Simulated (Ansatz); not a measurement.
## C2H7BFN: geometry relaxation

- system: C2H7BFN, SMILES BNC(C)F
- method: RKS PBE0/STO-3G (Ansatz 0.2.0)

It belongs to a series of runs on one base structure; here: start relaxed. Figures and captions count atoms from 1; the log counts them from 0 in places.

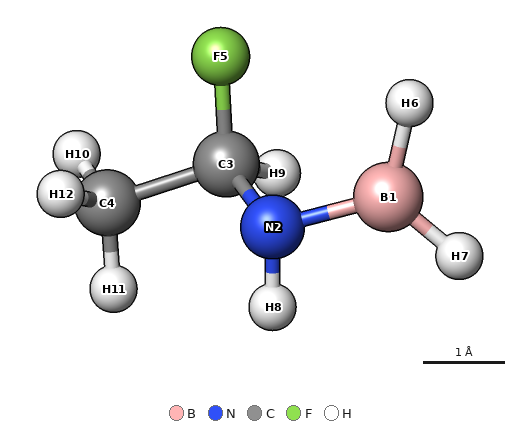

**Figure 1.** The starting structure (ball-and-stick view, seen at a tilt; atoms are numbered from 1 in the order of the input).

Results in brief:

- outcome: converged
- total energy: −6972.0920 eV
- mean-field energy: −6972.0920 eV
- largest force (length of the vector) at the end: 0.019 eV/Å
- hardware: 1 thread of Intel Xeon (Sapphire Rapids), 16 GiB of memory available, shared host
- wall time: 36 s
- peak memory: 0.15 GiB

Input:
```yaml
crystal:
  periodic: [false, false, false]
  atoms:
    - { symbol: B, position_ang: [-1.8198, -0.229, 0.9569] }
    - { symbol: "N", position_ang: [-0.7974, -0.5236, -0.092] }
    - { symbol: C, position_ang: [0.3087, 0.4034, 0.0186] }
    - { symbol: C, position_ang: [1.5139, 0.0237, -0.9565] }
    - { symbol: F, position_ang: [-0.0619, 1.6904, -0.2691] }
    - { symbol: H, position_ang: [-2.435, 0.8679, 0.8976] }
    - { symbol: H, position_ang: [-2.1426, -0.9722, 1.7749] }
    - { symbol: H, position_ang: [-0.4188, -1.4683, 0.1293] }
    - { symbol: H, position_ang: [0.7697, 0.3874, 1.1051] }
    - { symbol: H, position_ang: [2.2866, 0.7314, -0.8527] }
    - { symbol: H, position_ang: [1.8083, -1.0056, -0.7034] }
    - { symbol: H, position_ang: [1.0654, 0.0392, -1.9747] }
basis:
  gaussian: { orbitals: STO-3G }
hamiltonian:
  xc: pbe0
relax:
  f_tol: 0.02
  max_steps: 40
scf:
  lower_state_search: "off"
```

Launch command:
```bash
ansatz run input.yaml --threads 1 --pin off --max-ram 2048MiB --backend cpu --events-out ev --progress --plain --runs-dir out
```

Output:
```
The last accepted step is kept in [file] (removed where the run ends without a failure and the disk answers)
Engine: ansatz 0.2.0, x86_64-unknown-linux-gnu
Functional definition: PBE0
  parameter a = 0.25
  parameter kappa = 0.804
  parameter beta = 0.06672455060314922
  exchange = (1 - a)*pbe_x(kappa = kappa, mu = beta*pi^2/3) + a*exact_x
  correlation = pbe_c(beta = beta)
these checks for a lower state are left out or cut short: stability, starts, cluster_reference, orbital_swaps, neighbouring_geometries, increment
493 factors; integrals over basis functions are off by at most 2.0e-5 eV
mean field evaluation 1: about -6968.9921 eV, gradient 2.2e1 eV
mean field evaluation 2: about -6968.9222 eV, gradient 2.4e1 eV
mean field evaluation 4: about -6970.5253 eV, gradient 1.1e0 eV
mean field evaluation 8: about -6970.4791 eV, gradient 7.2e-3 eV
mean field -6970.47905514 eV, -256.1603805160 hartree, gradient 4.9e-6 eV, S^2 0.000000; 0 other end points of the search recorded, 0 dependent functions left out
the calculation of the forces begins
reference -6970.47907219 eV, -256.1603811424 hartree; 20, 20 occupied and 12, 12 virtual orbitals, 493 factors
relax step   1: F+E_penalty+E_count = -6970.47905514 eV  Δ(F+E_penalty+E_count) = +0.000e0 eV  max|allowed force component| = 4.472e0 eV/Å  Δτ_max = 0.0000 Å  (13 SCF iters, accepted)
these checks for a lower state are left out or cut short: stability, starts, cluster_reference, orbital_swaps, neighbouring_geometries, increment
493 factors; integrals over basis functions are off by at most 1.9e-5 eV
mean field evaluation 16: about -6970.9236 eV, gradient 7.2e0 eV
mean field -6971.28596481 eV, -256.1900338993 hartree, gradient 3.8e-6 eV, S^2 0.000000; 0 other end points of the search recorded, 0 dependent functions left out
[... from here on the field's lines of each further geometry are left out, up to the last ...]
relax step   2: F+E_penalty+E_count = -6971.28596481 eV  Δ(F+E_penalty+E_count) = -8.069e-1 eV  max|allowed force component| = 2.422e0 eV/Å  Δτ_max = 0.1934 Å  (17 SCF iters, accepted)
relax step   3: F+E_penalty+E_count = -6971.60129052 eV  Δ(F+E_penalty+E_count) = -3.153e-1 eV  max|allowed force component| = 1.303e0 eV/Å  Δτ_max = 0.1952 Å  (18 SCF iters, accepted)
relax step   4: F+E_penalty+E_count = -6971.82424275 eV  Δ(F+E_penalty+E_count) = -2.230e-1 eV  max|allowed force component| = 7.909e-1 eV/Å  Δτ_max = 0.1997 Å  (17 SCF iters, accepted)
relax step   5: F+E_penalty+E_count = -6971.94663946 eV  Δ(F+E_penalty+E_count) = -1.224e-1 eV  max|allowed force component| = 7.094e-1 eV/Å  Δτ_max = 0.1998 Å  (17 SCF iters, accepted)
relax step   6: F+E_penalty+E_count = -6971.91551096 eV  Δ(F+E_penalty+E_count) = +3.113e-2 eV  max|allowed force component| = 6.216e-1 eV/Å  Δτ_max = 0.1997 Å  (17 SCF iters, rejected (line search))
relax step   7: F+E_penalty+E_count = -6971.97163812 eV  Δ(F+E_penalty+E_count) = -2.500e-2 eV  max|allowed force component| = 2.321e-1 eV/Å  Δτ_max = 0.0998 Å  (17 SCF iters, accepted)
relax step   8: F+E_penalty+E_count = -6971.96789876 eV  Δ(F+E_penalty+E_count) = +3.739e-3 eV  max|allowed force component| = 8.576e-1 eV/Å  Δτ_max = 0.0896 Å  (17 SCF iters, rejected (line search))
relax step   9: F+E_penalty+E_count = -6971.97864081 eV  Δ(F+E_penalty+E_count) = -7.003e-3 eV  max|allowed force component| = 7.064e-2 eV/Å  Δτ_max = 0.0435 Å  (18 SCF iters, accepted)
relax step  10: F+E_penalty+E_count = -6971.98217783 eV  Δ(F+E_penalty+E_count) = -3.537e-3 eV  max|allowed force component| = 5.070e-2 eV/Å  Δτ_max = 0.0500 Å  (18 SCF iters, accepted)
relax step  11: F+E_penalty+E_count = -6971.98675560 eV  Δ(F+E_penalty+E_count) = -4.578e-3 eV  max|allowed force component| = 1.222e-1 eV/Å  Δτ_max = 0.0730 Å  (17 SCF iters, accepted)
relax step  12: F+E_penalty+E_count = -6971.99283059 eV  Δ(F+E_penalty+E_count) = -6.075e-3 eV  max|allowed force component| = 2.699e-1 eV/Å  Δτ_max = 0.1099 Å  (17 SCF iters, accepted)
relax step  13: F+E_penalty+E_count = -6971.97395825 eV  Δ(F+E_penalty+E_count) = +1.887e-2 eV  max|allowed force component| = 8.384e-1 eV/Å  Δτ_max = 0.1660 Å  (17 SCF iters, rejected (line search))
relax step  14: F+E_penalty+E_count = -6972.00185382 eV  Δ(F+E_penalty+E_count) = -9.023e-3 eV  max|allowed force component| = 2.515e-1 eV/Å  Δτ_max = 0.0830 Å  (17 SCF iters, accepted)
relax step  15: F+E_penalty+E_count = -6972.01158541 eV  Δ(F+E_penalty+E_count) = -9.732e-3 eV  max|allowed force component| = 2.062e-1 eV/Å  Δτ_max = 0.0813 Å  (17 SCF iters, accepted)
relax step  16: F+E_penalty+E_count = -6972.02462708 eV  Δ(F+E_penalty+E_count) = -1.304e-2 eV  max|allowed force component| = 2.307e-1 eV/Å  Δτ_max = 0.1237 Å  (17 SCF iters, accepted)
relax step  17: F+E_penalty+E_count = -6972.03443977 eV  Δ(F+E_penalty+E_count) = -9.813e-3 eV  max|allowed force component| = 5.195e-1 eV/Å  Δτ_max = 0.1818 Å  (17 SCF iters, accepted)
relax step  18: F+E_penalty+E_count = -6972.05693162 eV  Δ(F+E_penalty+E_count) = -2.249e-2 eV  max|allowed force component| = 1.883e-1 eV/Å  Δτ_max = 0.1998 Å  (17 SCF iters, accepted)
relax step  19: F+E_penalty+E_count = -6972.06242090 eV  Δ(F+E_penalty+E_count) = -5.489e-3 eV  max|allowed force component| = 3.083e-1 eV/Å  Δτ_max = 0.1996 Å  (17 SCF iters, accepted)
relax step  20: F+E_penalty+E_count = -6972.08390062 eV  Δ(F+E_penalty+E_count) = -2.148e-2 eV  max|allowed force component| = 1.893e-1 eV/Å  Δτ_max = 0.1206 Å  (17 SCF iters, accepted)
relax step  21: F+E_penalty+E_count = -6972.08789159 eV  Δ(F+E_penalty+E_count) = -3.991e-3 eV  max|allowed force component| = 3.393e-1 eV/Å  Δτ_max = 0.0750 Å  (17 SCF iters, accepted)
relax step  22: F+E_penalty+E_count = -6972.08935452 eV  Δ(F+E_penalty+E_count) = -1.463e-3 eV  max|allowed force component| = 1.549e-1 eV/Å  Δτ_max = 0.0219 Å  (18 SCF iters, accepted)
relax step  23: F+E_penalty+E_count = -6972.08781499 eV  Δ(F+E_penalty+E_count) = +1.540e-3 eV  max|allowed force component| = 2.840e-1 eV/Å  Δτ_max = 0.0643 Å  (18 SCF iters, rejected (line search))
relax step  24: F+E_penalty+E_count = -6972.09111541 eV  Δ(F+E_penalty+E_count) = -1.761e-3 eV  max|allowed force component| = 5.619e-2 eV/Å  Δτ_max = 0.0321 Å  (19 SCF iters, accepted)
the calculation of the forces begins
reference -6972.09121138 eV, -256.2196261650 hartree; 20, 20 occupied and 12, 12 virtual orbitals, 494 factors
relax step  25: F+E_penalty+E_count = -6972.09119433 eV  Δ(F+E_penalty+E_count) = -7.892e-5 eV  max|allowed force component| = 8.909e-2 eV/Å  Δτ_max = 0.0346 Å  (18 SCF iters, accepted)
these checks for a lower state are left out or cut short: stability, starts, cluster_reference, orbital_swaps, neighbouring_geometries, increment
494 factors; integrals over basis functions are off by at most 4.9e-5 eV
mean field -6972.09194812 eV, -256.2196532396 hartree, gradient 2.0e-6 eV, S^2 0.000000; 0 other end points of the search recorded, 0 dependent functions left out
the calculation of the forces begins
reference -6972.09196518 eV, -256.2196538667 hartree; 20, 20 occupied and 12, 12 virtual orbitals, 494 factors
relax step  26: F+E_penalty+E_count = -6972.09194812 eV  Δ(F+E_penalty+E_count) = -7.538e-4 eV  max|allowed force component| = 1.512e-2 eV/Å  Δτ_max = 0.0166 Å  (19 SCF iters, accepted)
```

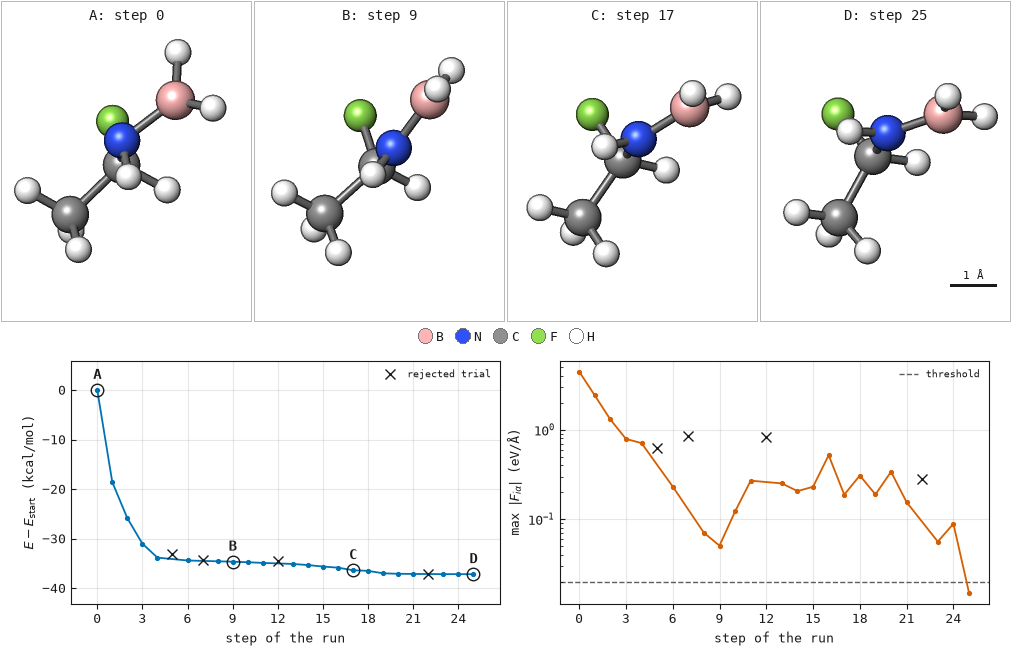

**Figure 2.** Frames of the relaxation (ball-and-stick view, seen at a tilt) above the curves, on which the letters mark them (the first geometry is step 0 here and step 1 in the log).

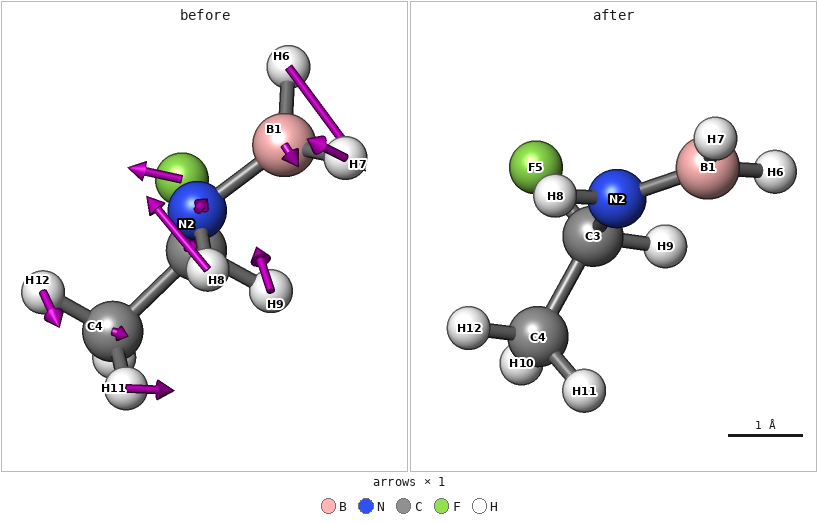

**Figure 3.** Before (left) and after (right) the relaxation, at one scale (ball-and-stick view, seen at a tilt). The pink arrows give the displacements, at true length. The energy falls by 37.2 kcal/mol in 25 geometry steps. Largest force component: 4.5 eV/Å at the start, 0.015 eV/Å at the end. The line search rejected the trial steps at points 5, 7, 12, 22 (counted from 0) and went back. The largest move after the best rigid fit is that of H6, 1.77 Å. Largest moves by element: H 1.77 Å, F 0.77 Å, B 0.38 Å, C 0.32 Å, N 0.27 Å. Among the contacts that change: B1–N2 1.494 → 1.382 Å, B1–H6 1.259 → 1.170 Å, C3–H9 1.180 → 1.117 Å, N2–C3 1.447 → 1.498 Å. Among the angles that change: B1–N2–C3 110.1° → 126.3°, B1–N2–H8 106.2° → 121.4°, C3–N2–H8 106.7° → 112.3°. (Atoms are counted from 1 in the order of the input.)

```
Total energy: -6972.09196518 eV, -256.2196538667 hartree
Atom 0 at    -1.633320    -0.427533     1.185490 Å, force     0.014804     0.008613     0.007795 eV/Å
Atom 1 at    -0.880402    -0.296433     0.034446 Å, force    -0.011408    -0.013437     0.003116 eV/Å
Atom 2 at     0.254161     0.657810    -0.179976 Å, force    -0.015120     0.006067    -0.007405 eV/Å
Atom 3 at     1.510669    -0.094061    -0.718456 Å, force     0.003951    -0.004810    -0.000191 eV/Å
Atom 4 at    -0.130724     1.661175    -1.072945 Å, force     0.000215     0.004691    -0.006983 eV/Å
Atom 5 at    -1.371032     0.236212     2.112063 Å, force     0.000644     0.000598    -0.003161 eV/Å
Atom 6 at    -2.504409    -1.207299     1.205339 Å, force    -0.003102    -0.003605    -0.005300 eV/Å
Atom 7 at    -1.083991    -0.864702    -0.814642 Å, force     0.009758     0.009004     0.001346 eV/Å
Atom 8 at     0.475172     1.097700     0.822892 Å, force    -0.000181    -0.004609     0.010641 eV/Å
Atom 9 at     2.334088     0.616474    -0.863746 Å, force     0.002141     0.001704    -0.000249 eV/Å
Atom 10 at     1.822149    -0.859768     0.002416 Å, force    -0.001141    -0.002344     0.001866 eV/Å
Atom 11 at     1.284739    -0.574875    -1.678882 Å, force    -0.000562    -0.001871    -0.001474 eV/Å
Dipole moment:     0.330780    -0.104223    -0.270338 e Å
Checks for a lower state left out: stability, starts, cluster_reference, orbital_swaps, neighbouring_geometries, increment
```

Trajectory as extended XYZ (Å, eV, eV/Å), 9 of the 26 frames kept, from step=1 to step=26:
```
12
Properties=species:S:1:pos:R:3:forces:R:3 step=1 energy=-6970.47905
B    -1.8198   -0.2290    0.9569   -0.6843   2.3500  -2.4615
N    -0.7974   -0.5236   -0.0920   -3.3841  -1.1962   2.8926
C     0.3087    0.4034    0.0186    4.4723   1.3612   1.0244
C     1.5139    0.0237   -0.9565   -3.4464  -1.8224  -0.2487
F    -0.0619    1.6904   -0.2691   -0.7666   1.0326  -0.1696
H    -2.4350    0.8679    0.8976    1.5121  -1.7647   0.2716
H    -2.1426   -0.9722    1.7749   -0.1955  -0.8948   0.1711
H    -0.4188   -1.4683    0.1293    0.4196  -0.4353  -0.3281
H     0.7697    0.3874    1.1051   -0.6855  -0.0069  -1.4697
H     2.2866    0.7314   -0.8527    1.5976   1.1418   0.1574
H     1.8083   -1.0056   -0.7034    0.4508   0.2584  -0.2216
H     1.0654    0.0392   -1.9747    0.7100  -0.0236   0.3822
12
Properties=species:S:1:pos:R:3:forces:R:3 step=4 energy=-6971.82424
B    -1.8917   -0.2527    0.9516    0.2001  -0.4535  -0.1751
N    -0.7120   -0.5305    0.2537   -0.3053   0.4326   0.7909
C     0.3957    0.5009    0.0552   -0.3011  -0.2609  -0.2071
C     1.4495    0.0048   -0.9809    0.2973   0.1096   0.1033
F    -0.1440    1.7240   -0.3226   -0.1451  -0.1285  -0.0335
H    -2.1765    0.8771    1.0845   -0.0955  -0.1383   0.1411
H    -2.5374   -1.1548    1.3963    0.3008   0.5902  -0.4993
H    -0.3506   -1.5047    0.2119    0.1098  -0.0572  -0.1874
H     0.8938    0.6114    1.0480    0.2311   0.0800   0.1505
H     2.3115    0.6935   -0.9673   -0.1980  -0.1522  -0.0738
H     1.8052   -0.9947   -0.7019    0.0013  -0.0306  -0.0081
H     1.0336   -0.0297   -1.9943   -0.0953   0.0088  -0.0015
12
Properties=species:S:1:pos:R:3:forces:R:3 step=7 energy=-6971.97164
B    -1.8585   -0.2634    0.9706   -0.2321  -0.0593   0.0879
N    -0.6458   -0.4970    0.3589    0.2248   0.2262   0.0701
C     0.4190    0.5410    0.0928   -0.1252   0.0275  -0.1709
C     1.4396   -0.0312   -0.9371    0.0553  -0.0330   0.0027
F    -0.1885    1.6977   -0.3915    0.0313   0.0153   0.0093
H    -2.1248    0.8204    1.3234    0.0507  -0.0485   0.0303
H    -2.5959   -1.1628    1.1235    0.0628   0.0867  -0.0641
H    -0.3727   -1.4291   -0.0045   -0.0412  -0.1843   0.0000
H     0.9522    0.7792    1.0498   -0.0479  -0.0627   0.0538
H     2.2741    0.6687   -1.0715   -0.0257  -0.0134  -0.0010
H     1.8340   -0.9905   -0.5768    0.0398   0.0456   0.0024
H     0.9444   -0.1885   -1.9034    0.0075  -0.0001  -0.0205
12
Properties=species:S:1:pos:R:3:forces:R:3 step=10 energy=-6971.98218
B    -1.8566   -0.2614    0.9877   -0.0335  -0.0051   0.0076
N    -0.6547   -0.4938    0.3485    0.0255  -0.0225  -0.0370
C     0.4097    0.5397    0.0782    0.0382  -0.0219   0.0446
C     1.4507   -0.0341   -0.9320   -0.0009  -0.0320  -0.0115
F    -0.1863    1.6970   -0.4174   -0.0048   0.0005  -0.0138
H    -2.0865    0.8074    1.4052    0.0168  -0.0365  -0.0046
H    -2.6138   -1.1474    1.0925    0.0159   0.0187   0.0141
H    -0.4161   -1.4246   -0.0530   -0.0507   0.0502  -0.0008
H     0.9239    0.7746    1.0475   -0.0088   0.0098  -0.0290
H     2.2561    0.6936   -1.0923   -0.0157   0.0006   0.0023
H     1.8865   -0.9615   -0.5369   -0.0035   0.0373   0.0016
H     0.9642   -0.2448   -1.8939    0.0215   0.0008   0.0265
12
Properties=species:S:1:pos:R:3:forces:R:3 step=13 energy=-6971.97396 accepted=F
B    -1.8483   -0.2636    1.0202    0.3724   0.0320   0.8384
N    -0.7070   -0.4664    0.2586   -0.1801  -0.2286  -0.2668
C     0.3734    0.5541    0.0212    0.0440   0.0173  -0.0248
C     1.4886   -0.0519   -0.8890   -0.0223  -0.0885  -0.0004
F    -0.1840    1.6943   -0.5640    0.0536  -0.0664  -0.0012
H    -1.9415    0.7172    1.6894   -0.0256  -0.4143  -0.5812
H    -2.6138   -1.1479    1.1154   -0.0668   0.1855  -0.1876
H    -0.5791   -1.3387   -0.3126   -0.0814   0.4325   0.2091
H     0.8127    0.8284    1.0167   -0.0559  -0.0048  -0.0650
H     2.2553    0.7098   -1.0839   -0.0206  -0.0414   0.0010
H     1.9610   -0.9116   -0.3884   -0.0903   0.1272  -0.0699
H     1.0597   -0.3791   -1.8498    0.0730   0.0495   0.1484
12
Properties=species:S:1:pos:R:3:forces:R:3 step=17 energy=-6972.03444
B    -1.7706   -0.3230    1.1264    0.3776   0.0923  -0.1050
N    -0.7521   -0.4390    0.1827   -0.2974  -0.2297  -0.1449
C     0.3244    0.5825   -0.0522    0.0123   0.0843  -0.0750
C     1.5117   -0.0645   -0.8355   -0.0751  -0.0003   0.0355
F    -0.1966    1.6719   -0.7634    0.0888  -0.1353   0.0574
H    -1.7730    0.6011    1.8607    0.0624  -0.2852  -0.1976
H    -2.5853   -1.1599    1.1804   -0.0432   0.0165  -0.0394
H    -0.7465   -1.2021   -0.5459   -0.0502   0.4439   0.5195
H     0.6738    0.9296    0.9556   -0.0616  -0.0426  -0.1107
H     2.3161    0.6698   -0.9678   -0.0085   0.0070   0.0069
H     1.9047   -0.9267   -0.2796   -0.0345   0.0474  -0.0248
H     1.1705   -0.3952   -1.8274    0.0294   0.0017   0.0783
12
Properties=species:S:1:pos:R:3:forces:R:3 step=20 energy=-6972.08390
B    -1.6761   -0.3973    1.1711    0.1893  -0.0374   0.1041
N    -0.8517   -0.3245    0.0604   -0.1275  -0.1213  -0.0499
C     0.2713    0.6453   -0.1498   -0.1415   0.0225  -0.0503
C     1.5110   -0.0899   -0.7474    0.0691   0.0161   0.0073
F    -0.1460    1.6765   -0.9993    0.0826  -0.0562   0.0450
H    -1.4732    0.3374    2.0651   -0.0630  -0.0927  -0.1177
H    -2.5167   -1.2156    1.2156    0.0562   0.1469  -0.0852
H    -0.9902   -0.9440   -0.7690   -0.0215   0.0555   0.1355
H     0.5124    1.0531    0.8619    0.0359   0.0320  -0.0123
H     2.3345    0.6215   -0.8941   -0.0304   0.0008   0.0169
H     1.8434   -0.8809   -0.0621   -0.0351   0.0313  -0.0232
H     1.2584   -0.5368   -1.7183   -0.0142   0.0023   0.0299
12
Properties=species:S:1:pos:R:3:forces:R:3 step=23 energy=-6972.08781 accepted=F
B    -1.6410   -0.4180    1.1813    0.0287  -0.0715   0.0849
N    -0.8688   -0.3077    0.0427   -0.0392   0.0620  -0.0701
C     0.2549    0.6588   -0.1795    0.0575  -0.2840   0.1912
C     1.5087   -0.0932   -0.7220    0.0521   0.1302  -0.0706
F    -0.1411    1.6607   -1.0624   -0.0343   0.0906  -0.1068
H    -1.3722    0.2354    2.1119   -0.0432   0.0793   0.0016
H    -2.5231   -1.1850    1.1940    0.0047  -0.0266   0.0041
H    -1.0592   -0.8920   -0.7978   -0.0243   0.0356  -0.0461
H     0.4837    1.0916    0.8239   -0.0165   0.0420   0.0308
H     2.3277    0.6230   -0.8634    0.0394  -0.0270  -0.0206
H     1.8260   -0.8634   -0.0098   -0.0235  -0.0071   0.0466
H     1.2814   -0.5657   -1.6849   -0.0015  -0.0235  -0.0450
12
Properties=species:S:1:pos:R:3:forces:R:3 step=26 energy=-6972.09195
B    -1.6333   -0.4275    1.1855    0.0148   0.0086   0.0078
N    -0.8804   -0.2964    0.0344   -0.0114  -0.0134   0.0031
C     0.2542    0.6578   -0.1800   -0.0151   0.0061  -0.0074
C     1.5107   -0.0941   -0.7185    0.0040  -0.0048  -0.0002
F    -0.1307    1.6612   -1.0729    0.0002   0.0047  -0.0070
H    -1.3710    0.2362    2.1121    0.0006   0.0006  -0.0032
H    -2.5044   -1.2073    1.2053   -0.0031  -0.0036  -0.0053
H    -1.0840   -0.8647   -0.8146    0.0098   0.0090   0.0013
H     0.4752    1.0977    0.8229   -0.0002  -0.0046   0.0106
H     2.3341    0.6165   -0.8637    0.0021   0.0017  -0.0002
H     1.8221   -0.8598    0.0024   -0.0011  -0.0023   0.0019
H     1.2847   -0.5749   -1.6789   -0.0006  -0.0019  -0.0015
```
